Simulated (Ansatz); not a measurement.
The relaxed structure here is a generated cell of ReS2: the first start was made by placing the elements on the sites of a structure type, and the end was not matched to a known phase here, so it may be hypothetical.

A relaxed structure of ReS2. Space group P3₁21 (No. 152), AFLOW prototype A2B_hP9_152_c_a (as in SiO2). Computed with r2SCAN (plane waves to 500 eV, PAW, scalar-relativistic; Ansatz, a first-principles code).

```xyz
9
Lattice="6.3064 0.0000 0.0000 -3.1532 5.4615 0.0000 0.0000 0.0000 6.7872" Properties=species:S:1:pos:R:3 pbc="T T T"
Re     2.8168     0.0000     2.2624
Re    -1.4084     2.4394     4.5248
Re     1.7448     3.0221     0.0000
S      1.5051     1.7008     1.7477
S      4.0809     0.4531     4.0101
S      3.8736     3.3076     6.2725
S     -1.6481     3.7607     2.7771
S      0.7204     2.1539     5.0395
S      0.9277     5.0084     0.5147
```

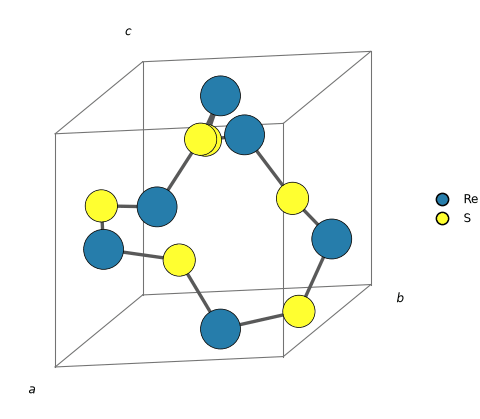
Figure: The conventional cell of the relaxed structure

```json
{
 "volume_per_atom": "25.97 Å³",
 "band_gap": "no gap (metallic)",
 "shortest_distances": "Re–S 2.20 Å; S–S 3.41 Å",
 "k-mesh": "9×9×7"
}
```

Band energies at high-symmetry points (eV from the Fermi level; labels of this space group; no spin-orbit coupling), from −5 eV up to 2.4 eV:

```tsv
point	energies
Γ	-4.17 -4.17 -4.14 -3.80 -3.76 -3.76 -3.36 -2.95 -2.95 -1.33 -1.25 -1.25 -0.12 -0.11 -0.11 0.93 0.93 0.94 1.78 2.30 2.30
M	-4.51 -4.22 -3.80 -3.54 -3.34 -3.32 -2.93 -2.21 -1.39 -1.29 -1.04 -0.26 0.39 0.70 0.96 0.97 1.45 1.90 2.12 2.16
K	-4.70 -4.70 -4.38 -3.87 -3.87 -3.42 -2.71 -2.71 -2.41 -1.64 -1.02 -1.02 0.21 0.21 0.28 0.68 1.30 1.30 2.13 2.13
A	-4.77 -4.77 -4.07 -3.96 -3.78 -3.78 -2.76 -2.76 -2.44 -1.74 -1.25 -1.25 -0.74 -0.49 -0.49 0.68 1.26 1.26
L	-4.40 -4.27 -3.89 -3.58 -3.50 -3.03 -2.86 -2.72 -1.02 -0.78 -0.46 -0.26 -0.12 0.38 0.51 0.73 1.47 1.70 1.84
H	-4.24 -4.24 -3.74 -3.74 -3.41 -3.15 -3.15 -2.59 -0.64 -0.50 -0.50 -0.15 -0.05 -0.05 0.56 0.88 0.88 1.97 1.97
```

No spin polarisation in the result. The relaxed primitive cell holds an odd number of electrons. A magnetic state may lie lower.

The run could not lose the symmetry of its start; a randomly shaken copy of 9 atoms returns to this structure.
